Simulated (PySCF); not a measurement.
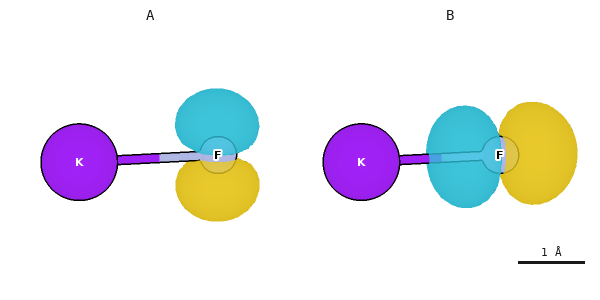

KF. Two frontier orbitals, each drawn at the value that holds 80 % of its norm (yellow and cyan are the two phases), in no order; of a degenerate pair one member is drawn.

These are results of PBE0/x2c-TZVPall, spin-free X2C-1e, Gaussian nucleus, at a bond length of 2.194 Å in PySCF, not measurements.

Question: Name the orbitals and rank them from lowest to highest energy.

Answer: Orbital B: σ, occupied, −6.30 eV; mainly on F (95 %).
Orbital A: π, occupied, −6.27 eV; almost wholly on F.
